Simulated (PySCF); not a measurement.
**C2H5AlO (SMILES [CH3][Al]1[CH2][O]1) at r2SCAN/6-31G(d) (spherical functions)**

Aim: the energy change on altering one bond length of C2H5AlO at r2SCAN/6-31G* (spherical functions), from 2 runs. 

The calculation is run with PySCF 2.14.0.

1 further run of the same task is left out (set aside as unsound or not needed).

**1. Starting point**

C2H5AlO has 9 atoms, charge 0, and is taken as a singlet. SMILES: `[CH3][Al]1[CH2][O]1`. The shape is that of a PBE0-D4/def2-TZVP optimisation.

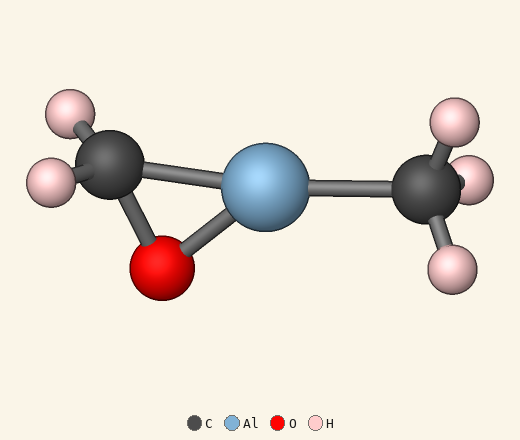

Viewed from a chosen angle; carbon dark grey, aluminium light blue, oxygen red, hydrogen pink.

**2. A single-point energy at r2SCAN/6-31G(d) (spherical functions)**

Input file run.py:

```python
# [CH3][Al]1[CH2][O]1
from pyscf import gto, dft

mol = gto.M(
    atom=[
    ('C', (-0.670900, 1.320200, -1.081500)),
    ('Al', (0.051300, -0.076700, 0.044200)),
    ('C', (0.678700, -1.280200, 1.349300)),
    ('O', (0.789300, -1.609500, -0.097900)),
    ('H', (0.039700, 1.575000, -1.872100)),
    ('H', (-0.900200, 2.226000, -0.517500)),
    ('H', (-1.591200, 0.976800, -1.562100)),
    ('H', (0.038500, -1.980500, 1.887700)),
    ('H', (1.653200, -1.197400, 1.832800)),
],
    max_memory=1860,
    charge=0,
    basis='6-31g*',
    verbose=3,
)

calc0 = dft.RKS(mol)
calc0.xc = 'r2scan'
calc0.conv_tol = 1e-10
calc0.grids.level = 5
calc0.kernel()
if not calc0.converged:
    calc0 = calc0.newton().run(calc0.mo_coeff, calc0.mo_occ)

etot = calc0.e_tot
print(f'total energy: {etot:.8f} hartree')
```

On the command line:

```bash
$ OMP_NUM_THREADS=1 python run.py
```

Standard output:

```text
converged SCF energy = -396.710803320042
total energy: -396.71080332 hartree
```

Run time: 28 s. Hardware: 1 thread of Intel Xeon at 2.70GHz, shared host; peak memory 0.4 GiB.

**3. The distorted shape, same level**

Input file run.py:

```python
from pyscf import gto, dft

molecule = gto.M(
    atom='''
C   -0.556249   0.867297  -1.363502
Al   0.165951  -0.529603  -0.237802
C    0.793351  -1.733103   1.067298
O    0.903951  -2.062403  -0.379902
H    0.154351   1.122097  -2.154102
H   -0.900200   2.226000  -0.517500
H   -1.476549   0.523897  -1.844102
H    0.153151  -2.433403   1.605698
H    1.767851  -1.650303   1.550798
''',
    max_memory=1860,
    verbose=3,
    charge=0,
    basis='6-31g*',
)

mf = dft.RKS(molecule, xc='r2scan')
mf.grids.level = 5
mf.conv_tol = 1e-10
mf.kernel()
if not mf.converged:
    mf = mf.newton().run(mf.mo_coeff, mf.mo_occ)

e_tot = mf.e_tot
print('Final energy', e_tot)
```

On the command line:

```bash
$ OMP_NUM_THREADS=1 python run.py
```

Standard output:

```text
converged SCF energy = -396.636429242892
Final energy -396.6364292428924
```

Run time: 27 s. Hardware: 1 thread of Intel Xeon at 2.70GHz, shared host; peak memory 0.4 GiB.

**4. Summary of results**

Level: r2SCAN/6-31G* (spherical functions).

```
                                                         quantity          value
                                        first shape: total energy  -396.71080 Eh
                                       first shape: dipole moment         3.05 D
                                         first shape: HOMO energy       -5.00 eV
                                         first shape: LUMO energy       -0.85 eV
                                       first shape: HOMO–LUMO gap        4.15 eV
                                    distorted shape: total energy  -396.63643 Eh
                                   distorted shape: dipole moment         2.71 D
                                     distorted shape: HOMO energy       -5.04 eV
                                     distorted shape: LUMO energy       -1.65 eV
                                   distorted shape: HOMO–LUMO gap        3.39 eV
energy change with the C1–H6 bond stretched from 1.091 to 1.637 Å       2.024 eV
```

In words: With the C1–H6 bond stretched from 1.091 to 1.637 Å the energy rises by 2.02 eV (195 kJ/mol). The first shape isn't relaxed at this level, so the change isn't measured from a minimum.
